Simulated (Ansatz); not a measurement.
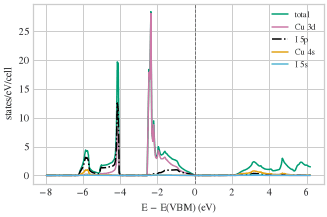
Figure. Total and projected density of states of CuI (zinc blende, F-43m), plane-wave PAW LDA (Ansatz code)

Question: Which orbitals carry the states next to the gap?

Answer: Top 1 eV of the valence band: Cu 3d 54 %, I 5p 42 %. Bottom 1 eV of the conduction band: Cu 4s 62 %, I 5s 18 %, I 5p 14 %. Projections are on Löwdin-orthogonalised atomic valence shells; empty p or d shells of many metals are not among them.

Question: Where is the tallest occupied peak in this window, and what makes it?

Answer: Near -2.3 eV, about 28 states/eV per cell; the largest projected share is Cu 3d.

The LDA relaxation kept the symmetry of its start; phonons on a q-mesh show no instability. No spin polarisation was allowed. The volume moved by -17 % from the start of the relaxation. Spin–orbit coupling is left out wherever it is not named.

Potentials: the later of the program's two PAW sets.
